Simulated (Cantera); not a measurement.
Charge: 1 mol Al2O3, 1400 mol H2, 0.48 mol N2, at 12.0 mbar.

Equilibrium computed with Cantera from the NASA thermochemical tables; the gas is ideal and each condensed phase is pure. Candidate condensed phases: Al, AlN, Al2O3, H2O; 35 gas species. Mutual solubility and eutectic melting of coexisting phases are not modelled. The numbers say what is thermodynamically allowed, not how fast it happens.

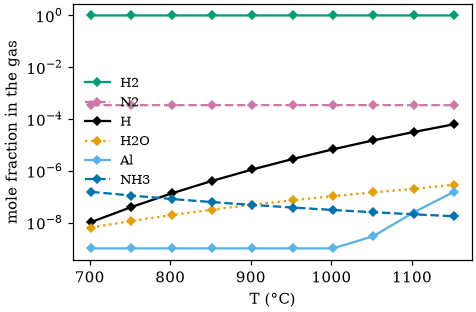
*Equilibrium gas composition (values under 1e-9 drawn at 1e-9)*

From 702 °C to 952 °C the condensed part is Al2O3(s). From 1002 °C to 1102 °C the condensed part is AlN(s) + Al2O3(s). At 1152 °C the condensed part is Al2O3(s).
